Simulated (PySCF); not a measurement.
# C₄H₁₀O (SMILES CCCOC): what the fields show

```yaml
atoms:
  - { symbol: C, position_ang: [-2.2706, 0.0123, 0.4112] }
  - { symbol: C, position_ang: [-1.0750, -0.4824, -0.3917] }
  - { symbol: C, position_ang: [0.2264, 0.1285, 0.1135] }
  - { symbol: O, position_ang: [1.2957, -0.3587, -0.6653] }
  - { symbol: C, position_ang: [2.5382, 0.1527, -0.2665] }
  - { symbol: H, position_ang: [-3.1886, -0.4346, 0.0384] }
  - { symbol: H, position_ang: [-2.3593, 1.0941, 0.3372] }
  - { symbol: H, position_ang: [-2.1614, -0.2505, 1.4613] }
  - { symbol: H, position_ang: [-1.1940, -0.2225, -1.4444] }
  - { symbol: H, position_ang: [-0.9974, -1.5685, -0.3246] }
  - { symbol: H, position_ang: [0.3828, -0.1347, 1.1728] }
  - { symbol: H, position_ang: [0.1819, 1.2283, 0.0452] }
  - { symbol: H, position_ang: [3.2844, -0.2853, -0.9259] }
  - { symbol: H, position_ang: [2.7656, -0.1175, 0.7732] }
  - { symbol: H, position_ang: [2.5670, 1.2468, -0.3564] }
```

Geometry: GFN2-xTB.

Level of theory: PBE0/pcSseg-1, SCF density, gas phase, non-relativistic in PySCF 2.14.0.

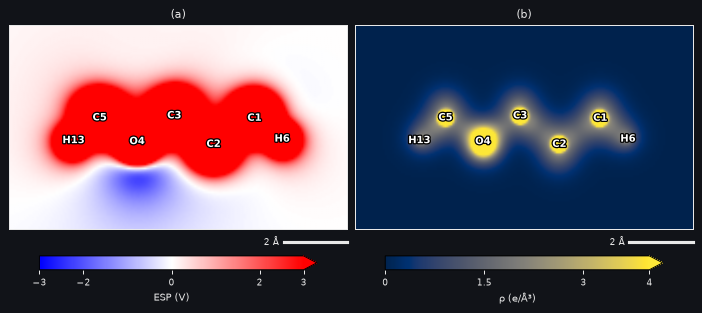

Figure 1. (a) electrostatic potential; (b) electron density on the plane of atoms C2, C1 and H6.

Interpret the plot.

- Atoms in the plane: C, O and H.
- C–O (1.40 Å): ρ is about 2.1 e/Å³ halfway, with its minimum of 1.8 e/Å³ about 0.5 Å from C.
- C–C (1.52 Å): ρ is about 1.6 e/Å³ halfway.
- C–H (1.09 Å): the density is about 2 e/Å³ at the midpoint.
- Outside the dense part of the molecule the potential is most negative (−2.2 V) near O4.

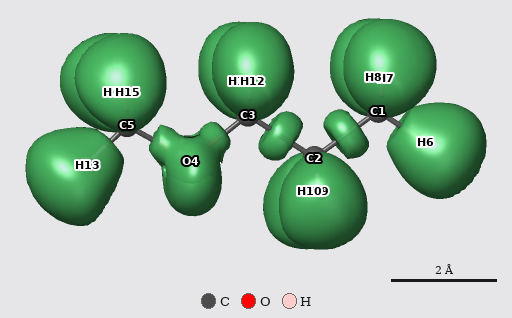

Figure 2. Isosurface of the electron localisation function at 0.75 (green), seen across its widest extent. Core shells and regions of very low density are left out.

What do the ELF domains correspond to?

The surface consists of two regions between bonded C–C atoms (shared pairs), ten regions around hydrogen nuclei and one region on O in which the atom's valence shell and bonds are merged. Profiles from the grid: C–O (1.40 Å): the ELF peaks at about 0.90 between the atoms; a shared but strongly polarised pair. C–C (1.52 Å): the ELF peaks at about 0.95 between the atoms; a shared electron pair.

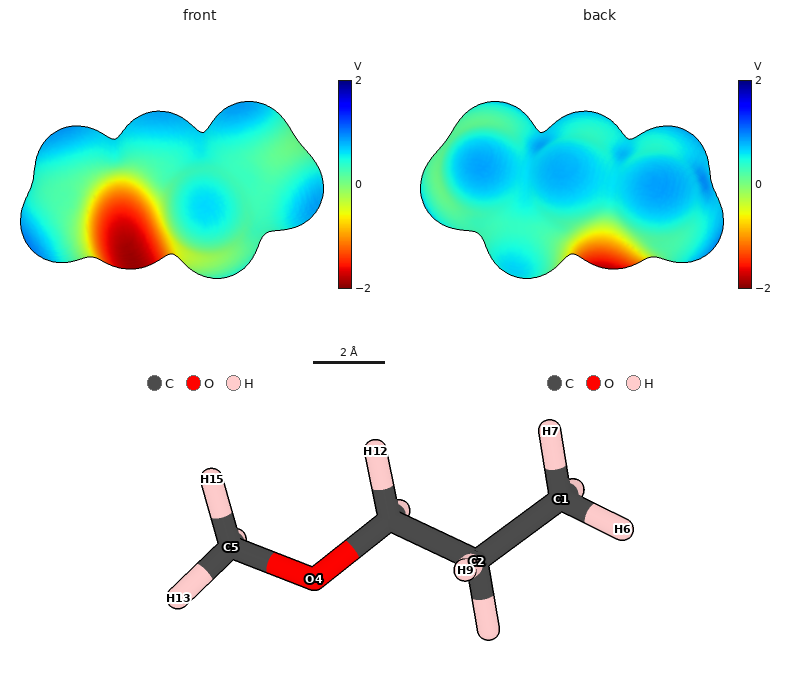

Figure 3. The electrostatic potential painted on the density surface at 0.004 e/bohr³, seen from the front and from behind; red is negative and blue positive. The bare structure is drawn below in the same view.

Describe the electrostatic potential map.

The most negative region (about −1.9 V, or −44 kcal/mol for a unit charge) lies over O4, the most positive (about +0.9 V, or +21 kcal/mol for a unit charge) over C5 and H13. O4 is the likeliest acceptor of a hydrogen bond.

How polar is the molecule by this calculation?

Its dipole moment is 1.19 D.
